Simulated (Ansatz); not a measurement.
```xyz
5

B    -0.1463   -0.5781   -0.1071
Ge   -0.7113    1.5547    0.1785
P    -0.9060   -0.2018    1.5061
H     0.2649   -1.5912   -0.5804
H     0.0443    0.3188   -1.0012
```

Geometry: PBE0-D4/def2-TZVP.

Computed with isolated molecule in a Gaussian basis; Kohn-Sham density functional theory, functional PBE0 in Ansatz.

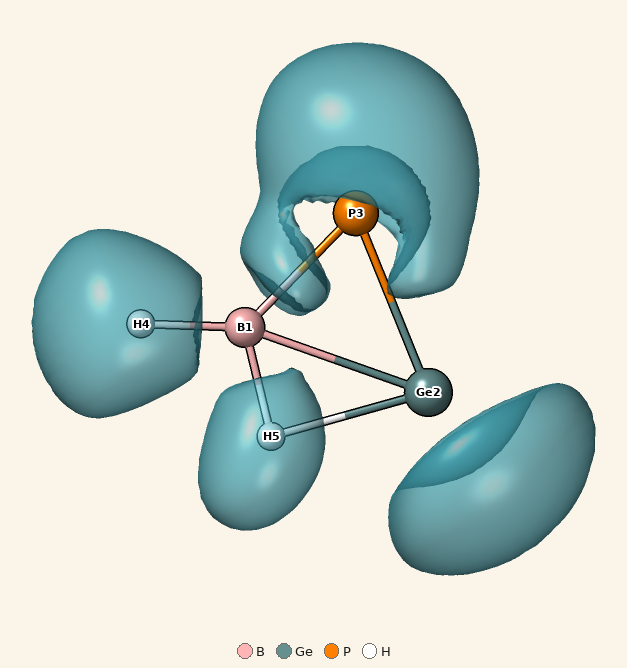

BGeH$_{2}$P. Isosurface of the ELF at 0.75 (cyan), seen across its widest extent. Only the valence region is drawn (cores and ρ < 0.01 e/Å³ removed).

> Where are the electrons localised?

The ELF exceeds this value in two regions around hydrogen nuclei, one region on P in which the atom's valence shell and bonds are merged and one lobe on Ge, pointing away from the bonds (lone pairs). Profiles from the grid: B–P (1.82 Å): the ELF peaks at about 0.90 between the atoms: a covalent bond. Ge–P (2.21 Å): the ELF peaks at about 0.75 in the valence shell of P, 1.0 Å from its nucleus, and is about 0.70 at the midpoint.
